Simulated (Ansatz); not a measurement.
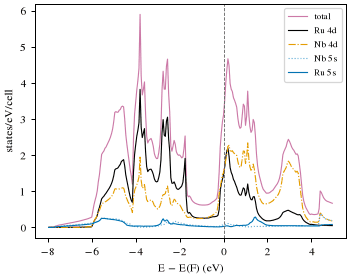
Figure: Total and projected density of states of NbRu (CsCl type, Pm-3m), plane-wave PAW PBEsol (Ansatz code)

Question: Which orbitals carry the states next to the Fermi level?

Answer: Within 0.5 eV of the Fermi level: Nb 4d 52 %, Ru 4d 43 %. Projections are on Löwdin-orthogonalised atomic valence shells; empty p or d shells of many metals are not among them.

Question: Where is the tallest occupied peak in this window, and what makes it?

Answer: Near -3.8 eV, about 5.9 states/eV per cell; the largest projected share is Ru 4d.

The workflow started from an entry of the Crystallography Open Database (COD), which files this formula under 2 space groups. Whether it is the stable phase at ambient conditions was not checked. The cell was relaxed with PBEsol under the symmetry of its start. At this level the phase is mechanically unstable. The run is not spin-polarised. Scalar-relativistic: spin–orbit coupling is off unless named, which matters more the heavier the elements.

Potentials: the later of the program's two PAW sets.
